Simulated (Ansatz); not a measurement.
## Electronic structure of AsGaH$_{6}$O$_{2}$ in real space

```yaml
atoms:
  - { symbol: Ga, position_ang: [0.2615, 0.7021, 0.2124] }
  - { symbol: H, position_ang: [-1.3956, 0.5008, -0.4618] }
  - { symbol: O, position_ang: [1.3222, 1.6982, -0.8360] }
  - { symbol: O, position_ang: [0.4246, 0.9817, 1.9708] }
  - { symbol: H, position_ang: [-1.4595, -0.4898, -0.9748] }
  - { symbol: As, position_ang: [-0.3367, -1.6744, -0.4677] }
  - { symbol: H, position_ang: [1.1891, 1.5794, -1.7776] }
  - { symbol: H, position_ang: [1.0183, 1.7112, 2.1665] }
  - { symbol: H, position_ang: [-1.1665, -1.8860, 0.7785] }
  - { symbol: H, position_ang: [0.1427, -3.1232, -0.6104] }
```

A transition-state structure; geometry: PBE0-D4/def2-TZVP.

Computed with RKS PBE0-D4/def2-TZVPP in Ansatz 0.2.0.

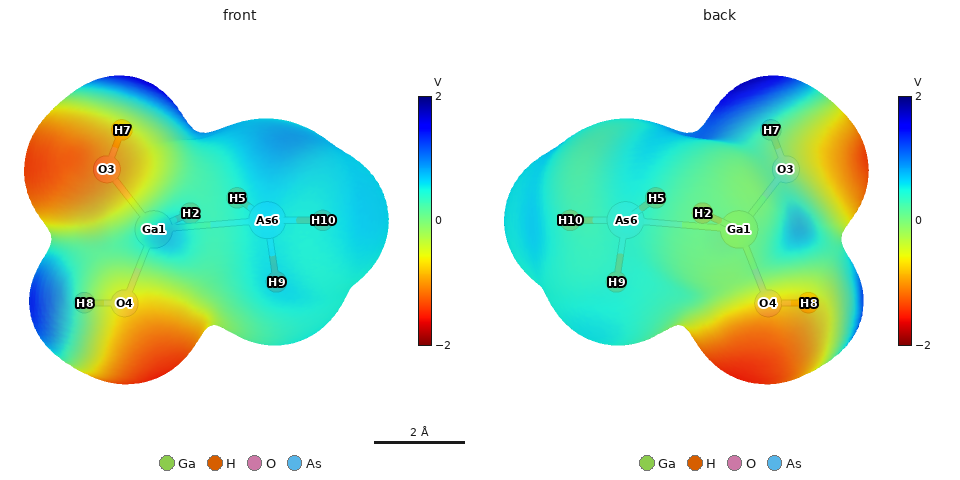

Figure 1. The molecular electrostatic potential painted on the density surface at 0.001 e/bohr³, seen from the front and from behind; the colour scale runs from red (negative) to blue (positive).

### Which sites attract a positive test charge, and which a negative one?

A positive charge is drawn to the negative regions and a negative charge to the positive ones. The most negative region (about −1.5 V) lies over O4, the most positive (about +1.7 V) over H7. O4 is the likeliest acceptor of a hydrogen bond.

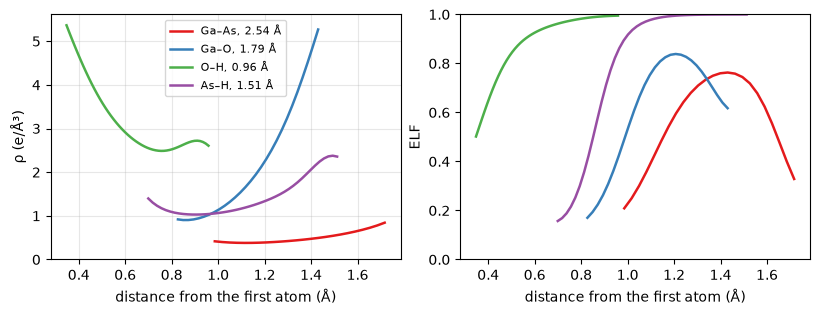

Figure 2. Electron density and electron localisation function along straight lines between neighbouring atoms. The curves leave out the atomic cores.

### Compare the contacts.

Ga–As (2.54 Å): the density is about 0.41 e/Å³ at the midpoint; the ELF peaks at about 0.75 between the atoms (localised, covalent bonding).
Ga–O (1.79 Å): ρ is about 0.92 e/Å³ halfway; the ELF peaks at about 0.85 in the valence shell of O, 0.6 Å from its nucleus, and is about 0.25 at the midpoint.
O–H (0.96 Å): the density is about 3.8 e/Å³ at the midpoint; the ELF climbs to about 1 towards the hydrogen, as it does in any bond to H; an ordinary covalent bond to hydrogen.
As–H (1.51 Å): ρ at the midpoint is about 1.2 e/Å³; the ELF climbs to about 1 towards the hydrogen.

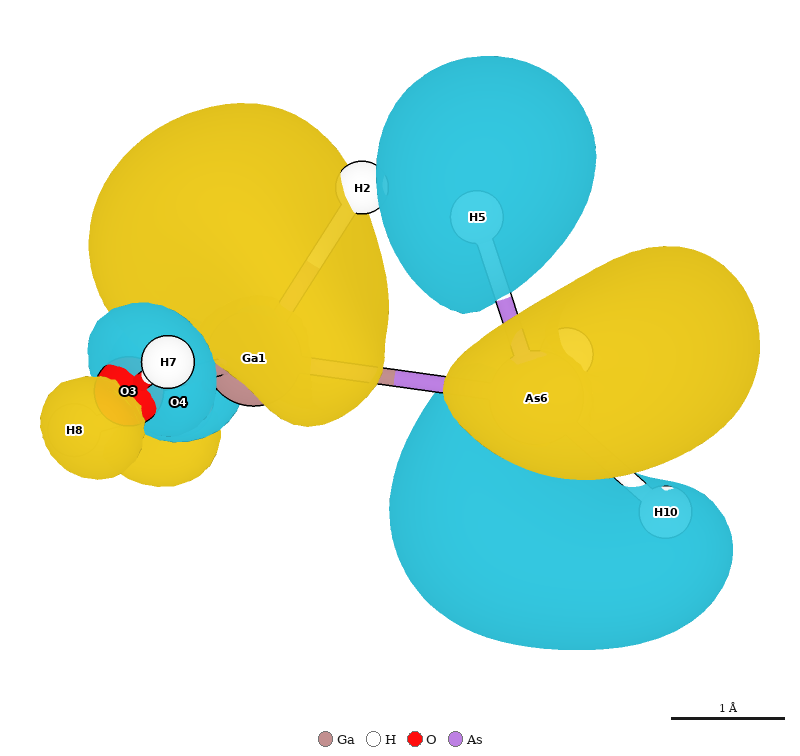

Figure 3. The LUMO at ±0.08 Å⁻³ᐟ² (yellow and cyan are the two phases), seen from one side.

### Where does this orbital lie, and at what energy?

By Hirshfeld shares it lies mainly on As6 (about 35 %), Ga1 (about 25 %), H5 (about 15 %) and H2 (about 5 %). Its energy is −1.61 eV.
